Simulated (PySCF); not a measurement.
SMILES [CH2]([Ga]([CH2]C)[CH2]C)C at its GFN2-xTB optimised geometry (Å):

```
22

C      2.3212     2.1404     0.0373
C      1.7645     0.7142     0.0000
Ga    -0.3130     0.7142     0.0000
C     -1.3507    -1.0856    -0.0100
C     -0.3931    -2.2800     0.0297
C     -1.3516     2.5135     0.0000
C     -2.8649     2.2829     0.0440
H      3.4125     2.1431     0.0263
H      1.9897     2.6587     0.9388
H      1.9714     2.7122    -0.8241
H      2.1392     0.1962    -0.8920
H      2.1422     0.1476     0.8606
H     -2.0352    -1.1321     0.8464
H     -1.9814    -1.1494    -0.9058
H     -0.9354    -3.2269     0.0123
H      0.2158    -2.2542     0.9351
H      0.2823    -2.2597    -0.8274
H     -1.0937     3.0952    -0.8942
H     -1.0459     3.1253     0.8581
H     -3.4125     3.2269     0.0350
H     -3.1891     1.6942    -0.8160
H     -3.1444     1.7369     0.9467
```

Calculation: PBE0/def2-SVP in PySCF 2.14.0.

Map of the electron localisation function on the plane z = 1.5 Å:

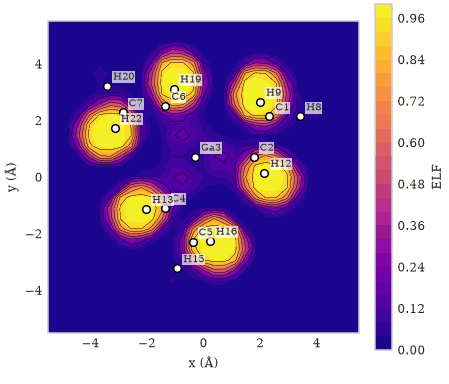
Figure. Electron localisation function on the plane z = 1.5 Å.
